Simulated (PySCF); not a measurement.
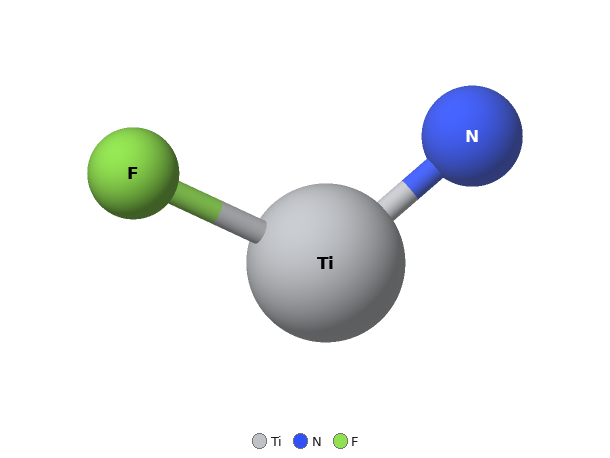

A molecule with one transition-metal atom. The species is neutral and a spin singlet. The geometry was computed by an optimisation with PBE0/def2-TZVP.

Question. Describe the coordination sphere.

Answer. Ti binds 2 atoms: 1 N at 1.55 Å, 1 F at 1.83 Å. The arrangement is bent.

Question. Give the formal oxidation state and the d-electron count.

Answer. Ti(IV), d⁰, counting the ligands as closed-shell ions or neutral donors.

Question. How many electrons does a Mulliken analysis (PBE0/def2-TZVP) put in the metal's d functions?

Answer. 2.64, against the formal 0. Covalent donation from the ligands raises it.

Mulliken values depend strongly on the basis set. The search tried a few shapes and spins; others may lie lower.
